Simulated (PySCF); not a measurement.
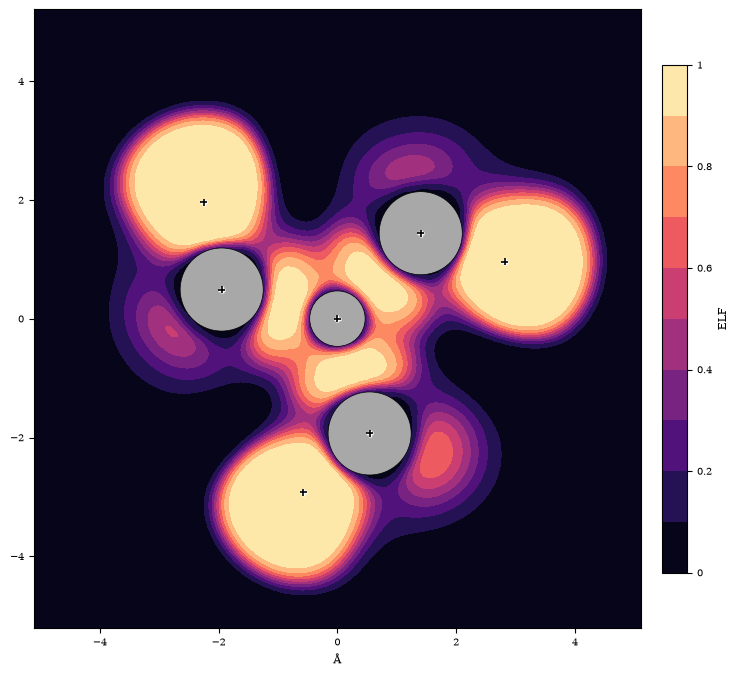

The electron localisation function on a plane through atoms (crosses mark nuclei in the plane; grey discs cover the cores).

Theory: PBE0/pcSseg-1, SCF density, gas phase, non-relativistic in PySCF 2.14.0.

Candidates:
A. C$_{4}$H$_{11}$F$_{3}$N$_{2}$Si (SMILES N[SiH2]CCNCC(F)(F)F)
B. BH$_{9}$Si$_{3}$ (SMILES [SiH3]B([SiH3])[SiH3])
C. C$_{5}$H$_{6}$AlClO$_{2}$ (SMILES C=CC1=[O+][AlH2-][O]C(Cl)=C1)

Which system is this?

Candidate B: BH$_{9}$Si$_{3}$ on the plane of atoms B1, Si2 and H3, which holds B, Si and H. Si–B (2.01 Å): the ELF peaks at about 1 between the atoms: a shared electron pair. Si–H (1.50 Å): the ELF climbs to about 1 towards the hydrogen, as it does in any bond to H.
